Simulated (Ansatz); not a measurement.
**BH₂− (singlet): one geometry, many settings at scale of all distances = 1.130**

What do other methods and options give for BH₂− (singlet) at this geometry, and how long do they take?

Method: the settings change from run to run; program: Ansatz 0.2.0, Gaussian basis.

14 further runs of the same task are left out: 9 that didn't finish, 5 set aside as unsound or not needed.

## (1) The system

The geometry derives from a PBE0/def2-TZVPD stationary point (not a proven minimum). All distances are scaled together.

3 atoms, charge -1, spin multiplicity 1.

Atoms are counted from 1 here; the program's logs count them from 0.

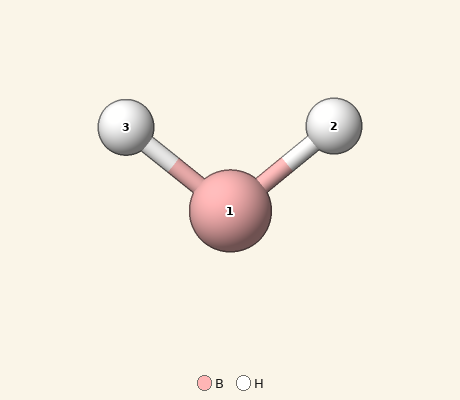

The structure; boron pink, hydrogen white; atoms are numbered from 1 in the order of the file.

As a file:

```xyz
3
BH2
B     0.0000   -0.1394    0.0000
H     0.0000    0.7476   -1.0951
H     0.0000    0.7476    1.0951
```

## (2) CCSDT(Q) on RHF/def2-SVP

in.yaml reads:

```yaml
crystal:
  periodic: [false, false, false]
  atoms:
    - {symbol: B, position_ang: [0.000000, -0.139406, 0.000000]}
    - {symbol: H, position_ang: [0.000000, 0.747624, -1.095056]}
    - {symbol: H, position_ang: [0.000000, 0.747624, 1.095056]}
basis:
  gaussian: {orbitals: def2-SVP}
total_charge: -1
magnetization: {spin_polarized: false}
correlation: {method: ccsdt_q, electrons: outside_noble_gas}
accuracy: high
output: {forces: true}
```

On the command line:

```
$ ansatz run in.yaml --threads 1 --pin off --events-out ev --progress --plain --max-ram 2393MiB
```

The log of the run (excerpt; [...] marks lines left out):

```text
Functional definition: HF
  name "HF"
  cite "Fock, Z. Phys. 61, 126 (1930) doi:10.1007/BF01340294"
  parent pbe
[...]
485 factors; integrals over basis functions are off by at most 2.4e-9 eV
[...]
mean field -698.39018341 eV, -25.6653658546 hartree, gradient 5.6e-8 eV, S^2 0.000000; 0 other end points of the search recorded, 0 dependent functions left out; unrestricted orbitals would lower it
1 core orbitals not correlated: weight in the atoms' cores, before any rotation towards them, 1.000 or more for the frozen orbitals, at most 0.000 for the correlated occupied ones
reference -698.39018341 eV, -25.6653658546 hartree; 3, 3 occupied and 20, 20 virtual orbitals, 485 factors
second order -2.50799857 eV of doubles, -0.00000000 eV of singles
cycle   1  -2.99672096 eV  change   -4.9e-1 eV  update   6.7e-2
[...]
cycle  22  -3.35142630 eV  change  -1.5e-10 eV  update  5.5e-10
perturbative correction -0.00214858 eV, -0.0000789590 hartree
[...]
Total energy: -701.74375829 eV, -25.7886074583 hartree
Atom 0 at     0.000000    -0.139406     0.000000 Å, force    -0.000000     1.398944    -0.000000 eV/Å
Atom 1 at     0.000000     0.747624    -1.095056 Å, force     0.000000    -0.699472     1.382177 eV/Å
Atom 2 at     0.000000     0.747624     1.095056 Å, force    -0.000000    -0.699472    -1.382177 eV/Å
Dipole moment:     0.000000     0.384224     0.000000 e Å
```

It took 3.3 s on 1 thread of Arm Neoverse V1, shared host.

From the report: correlation -3.3536 eV; T1 0.014; largest double amplitude 0.17.

## (3) NEVPT2(4,9)/6-31++G**

in.yaml, as its differences from that of step 2:

```diff
@@ -7,6 +7,5 @@
 basis:
-  gaussian: {orbitals: def2-SVP}
+  gaussian: {orbitals: "6-31++G**"}
 total_charge: -1
-magnetization: {spin_polarized: false}
-correlation: {method: ccsdt_q, electrons: outside_noble_gas}
+correlation: {method: sc_nevpt2, electrons: all, active_space: {window: {electrons: 4, orbitals: 9}, states: [{multiplicity: 1, weights: [1, 1, 1, 0.5]}], root: 2}}
 accuracy: high
```

The command is unchanged.

The log of the run (excerpt; [...] marks lines left out):

```text
Functional definition: HF
  name "HF"
  cite "Fock, Z. Phys. 61, 126 (1930) doi:10.1007/BF01340294"
  parent pbe
[...]
583 factors; integrals over basis functions are off by at most 3.3e-9 eV
[...]
mean field -699.30084876 eV, -25.6988321888 hartree, gradient 2.3e-8 eV, S^2 0.000000; 3 other end points of the search recorded, 0 dependent functions left out; unrestricted orbitals would lower it
reference -699.30084876 eV, -25.6988321888 hartree; 4, 4 occupied and 27, 27 virtual orbitals, 583 factors
state -700.62489793 eV, -25.7474900983 hartree
state -699.28122142 eV, -25.6981108975 hartree
state -698.15711911 eV, -25.6568008993 hartree
state -697.87181773 eV, -25.6463162669 hartree
state -700.62489793 eV, -25.7474900983 hartree; corrected -702.23640231 eV, -25.8067117919 hartree
state -699.28122142 eV, -25.6981108975 hartree; corrected -700.83001919 eV, -25.7550281656 hartree
state -698.15711911 eV, -25.6568008993 hartree; corrected -699.65094809 eV, -25.7116981020 hartree
state -697.87181773 eV, -25.6463162669 hartree; corrected -699.28500098 eV, -25.6982497935 hartree
[...]
WARN: the results are in doubt because the forces break the atoms' symmetry
Total energy: -699.65094809 eV, -25.7116981020 hartree
Atom 0 at     0.000000    -0.139406     0.000000 Å, force    -0.000000     4.207562    -0.234428 eV/Å
Atom 1 at     0.000000     0.747624    -1.095056 Å, force     0.000000    -2.198728     1.479720 eV/Å
Atom 2 at     0.000000     0.747624     1.095056 Å, force    -0.000000    -2.008834    -1.245292 eV/Å
Dipole moment:    -0.000000    -0.546520    -0.070578 e Å
In doubt: the forces break the atoms' symmetry
```

It took 11 s on 1 thread of Arm Neoverse V1, shared host.

From the report: 680 determinants; active occupations (of the averaged states) 1.95, 1.23, 0.30, 0.29, 0.14, 0.04, 0.03, 0.02, 0.01. The program marks this result as in doubt; its last lines say why.

## (4) CCSDT(Q) on UHF/def2-SVP

in.yaml reads:

```yaml
crystal:
  periodic: [false, false, false]
  atoms:
    - {symbol: B, position_ang: [0.000000, -0.139406, 0.000000]}
    - {symbol: H, position_ang: [0.000000, 0.747624, -1.095056]}
    - {symbol: H, position_ang: [0.000000, 0.747624, 1.095056]}
basis:
  gaussian: {orbitals: def2-SVP}
total_charge: -1
magnetization: {spin_polarized: true, initial_magnetization: 0}
correlation: {method: ccsdt_q, electrons: outside_noble_gas}
output: {forces: true}
```

Launched as before.

The log of the run (excerpt; [...] marks lines left out):

```text
Functional definition: HF
  name "HF"
  cite "Fock, Z. Phys. 61, 126 (1930) doi:10.1007/BF01340294"
  parent pbe
[...]
423 factors; integrals over basis functions are off by at most 1.1e-7 eV
[...]
mean field -698.71994341 eV, -25.6774843109 hartree, gradient 2.4e-6 eV, S^2 0.661556; 6 other end points of the search recorded, 0 dependent functions left out
determinant -698.71994341 eV, -25.6774843109 hartree, with singles and doubles -701.60045157 eV, -25.7833410332 hartree
determinant -697.83801323 eV, -25.6450739746 hartree, with singles and doubles -701.03604711 eV, -25.7625995521 hartree
determinant -698.39018341 eV, -25.6653658543 hartree, with singles and doubles -701.64071133 eV, -25.7848205523 hartree
determinant -698.71994341 eV, -25.6774843109 hartree, with singles and doubles -701.63420332 eV, -25.7845813874 hartree
determinant -698.39018341 eV, -25.6653658543 hartree, with singles and doubles -701.64107014 eV, -25.7848337384 hartree
1 core orbitals not correlated: weight in the atoms' cores, before any rotation towards them, 1.000 or more for the frozen orbitals, at most 0.000 for the correlated occupied ones
reference -698.71994341 eV, -25.6774843109 hartree; 3, 3 occupied and 20, 20 virtual orbitals, 423 factors
second order -2.24786668 eV of doubles, -0.00000000 eV of singles
cycle   1  -2.68023730 eV  change   -4.3e-1 eV  update   5.7e-2
[...]
cycle  24  -3.02072913 eV  change    4.5e-7 eV  update   1.4e-7
perturbative correction -0.00333323 eV, -0.0001224941 hartree
[...]
Total energy: -701.74400577 eV, -25.7886165529 hartree
Atom 0 at     0.000000    -0.139406     0.000000 Å, force     0.000001     1.397670    -0.000000 eV/Å
Atom 1 at     0.000000     0.747624    -1.095056 Å, force    -0.000000    -0.698835     1.381189 eV/Å
Atom 2 at     0.000000     0.747624     1.095056 Å, force    -0.000000    -0.698835    -1.381189 eV/Å
Dipole moment:    -0.000000     0.384225     0.000000 e Å
```

Wall time 11 s (1 thread of Arm Neoverse V1, shared host).

From the report: ⟨S²⟩ of the determinant 0.662 (pure singlet: 0.00); correlation -3.0241 eV; T1 0.155; largest double amplitude 0.23. The determinant is far from a pure spin state, so its energy mixes those of several spin states (harmless only where they are near-degenerate, as at dissociation).

## (5) CCSDT(Q)/B on UHF/6-31++G**

in.yaml, as its differences from that of step 4:

```diff
@@ -7,6 +7,7 @@
 basis:
-  gaussian: {orbitals: def2-SVP}
+  gaussian: {orbitals: "6-31++G**"}
 total_charge: -1
 magnetization: {spin_polarized: true, initial_magnetization: 0}
-correlation: {method: ccsdt_q, electrons: outside_noble_gas}
+correlation: {method: ccsdt_q_b, electrons: valence}
+scf: {omitted_lower_state_checks: [cluster_reference]}
 output: {forces: true}
```

Launched as before.

The log of the run (excerpt; [...] marks lines left out):

```text
Functional definition: HF
  name "HF"
  cite "Fock, Z. Phys. 61, 126 (1930) doi:10.1007/BF01340294"
  parent pbe
[...]
503 factors; integrals over basis functions are off by at most 2.2e-7 eV
[...]
mean field -699.50174318 eV, -25.7062149227 hartree, gradient 1.9e-6 eV, S^2 0.589576; 14 other end points of the search recorded, 0 dependent functions left out
1 core orbitals not correlated: weight in the atoms' cores, before any rotation towards them, 1.000 or more for the frozen orbitals, at most 0.000 for the correlated occupied ones
reference -699.50174318 eV, -25.7062149227 hartree; 3, 3 occupied and 27, 27 virtual orbitals, 503 factors
second order -2.31592029 eV of doubles, -0.00000000 eV of singles
cycle   1  -2.69890333 eV  change   -3.8e-1 eV  update   6.4e-2
[...]
cycle  31  -3.11173296 eV  change   -1.7e-7 eV  update   1.1e-7
perturbative correction -0.00343431 eV, -0.0001262087 hartree
[...]
Total energy: -702.61691046 eV, -25.8206952085 hartree
Atom 0 at     0.000000    -0.139406     0.000000 Å, force     0.000000     2.138704    -0.000000 eV/Å
Atom 1 at     0.000000     0.747624    -1.095056 Å, force    -0.000000    -1.069352     1.515378 eV/Å
Atom 2 at     0.000000     0.747624     1.095056 Å, force    -0.000000    -1.069352    -1.515378 eV/Å
Dipole moment:    -0.000000     0.545993    -0.000000 e Å
Checks for a lower state left out: cluster_reference
```

Run time: 29 s. Hardware: 1 thread of Arm Neoverse V1, shared host; peak memory 0.43 GiB.

From the report: ⟨S²⟩ of the determinant 0.590 (pure singlet: 0.00); correlation -3.1152 eV; T1 0.154; largest double amplitude 0.10. The determinant is far from a pure spin state, so its energy mixes those of several spin states (harmless only where they are near-degenerate, as at dissociation).

## (6) CCSDT/x2c-TZVPPall

in.yaml reads:

```yaml
crystal:
  periodic: [false, false, false]
  atoms:
    - {symbol: B, position_ang: [0.000000, -0.139406, 0.000000]}
    - {symbol: H, position_ang: [0.000000, 0.747624, -1.095056]}
    - {symbol: H, position_ang: [0.000000, 0.747624, 1.095056]}
basis:
  gaussian: {orbitals: x2c-TZVPPall}
total_charge: -1
magnetization: {spin_polarized: false}
hamiltonian: {xc: {name: PBE0}}
correlation: {method: ccsdt, electrons: valence}
scf: {omitted_lower_state_checks: [cluster_reference]}
output: {forces: true}
```

Same command.

The log of the run (excerpt; [...] marks lines left out):

```text
Functional definition: PBE0
  name "PBE0"
  cite "Adamo & Barone, J. Chem. Phys. 110, 6158 (1999) doi:10.1063/1.478522"
  cite "Perdew, Burke & Ernzerhof, Phys. Rev. Lett. 77, 3865 (1996) doi:10.1103/PhysRevLett.77.3865"
  parent pbe
[...]
713 factors; integrals over basis functions are off by at most 1.6e-7 eV
[...]
mean field -704.39969177 eV, -25.8862112134 hartree, gradient 2.0e-6 eV, S^2 0.000000; 0 other end points of the search recorded, 0 dependent functions left out; unrestricted orbitals would lower it
1 core orbitals not correlated: weight in the atoms' cores, before any rotation towards them, 1.000 or more for the frozen orbitals, at most 0.000 for the correlated occupied ones
reference -699.46350734 eV, -25.7048097814 hartree; 3, 3 occupied and 55, 55 virtual orbitals, 713 factors
second order -3.29837040 eV of doubles, -0.08216708 eV of singles
cycle   1  -3.77648398 eV  change   -4.0e-1 eV  update   7.0e-2
[...]
cycle  15  -4.16442064 eV  change   -4.2e-7 eV  update   2.6e-7
[...]
Total energy: -703.62792798 eV, -25.8578494172 hartree
Relativity: scalar
Atom 0 at     0.000000    -0.139406     0.000000 Å, force    -0.000000     1.747389    -0.000000 eV/Å
Atom 1 at     0.000000     0.747624    -1.095056 Å, force    -0.000000    -0.873695     1.471177 eV/Å
Atom 2 at     0.000000     0.747624     1.095056 Å, force     0.000000    -0.873695    -1.471177 eV/Å
Dipole moment:     0.000000     0.433985    -0.000000 e Å
Checks for a lower state left out: cluster_reference
```

It took 31 s on 1 thread of Arm Neoverse V1, shared host; peak memory 0.33 GiB.

From the report: correlation -4.1644 eV; T1 0.012; largest double amplitude 0.12. The orbitals are Kohn-Sham ones, so correlation energy and T1 don't compare with those on Hartree-Fock orbitals.

## (7) The runs in one table

Where basis and cores are those of an earlier FCI/6-31++G** run (-702.6181 eV), and the state is the same kind, the miss against it is given. † marks a result that the program doubts.

```tsv
level	correlated	functions	energy (eV)	from FCI (meV)	time
CCSDT(Q) on RHF/def2-SVP	outside noble gas	24	-701.7438		3.3 s
NEVPT2(4,9)/6-31++G** (excited root 2 of an average) †	all	31	-699.6509		11 s
CCSDT(Q) on UHF/def2-SVP	outside noble gas	24	-701.7440		11 s
CCSDT(Q)/B on UHF/6-31++G**	valence	31	-702.6169	1.2	29 s
CCSDT/x2c-TZVPPall (on PBE0 orbitals)	valence	59	-703.6279		31 s
```

## (8) Results

```
quantity                                        value
    runs                                            5
quickest              CCSDT(Q) on RHF/def2-SVP, 3.3 s
 slowest  CCSDT/x2c-TZVPPall (on PBE0 orbitals), 31 s
```

In words: Total energies in different bases, with other cores or another treatment of relativity can't be set against each other. CCSDT/x2c-TZVPPall (on PBE0 orbitals) took 9 times as long as CCSDT(Q) on RHF/def2-SVP; the jobs differ in more than the method.
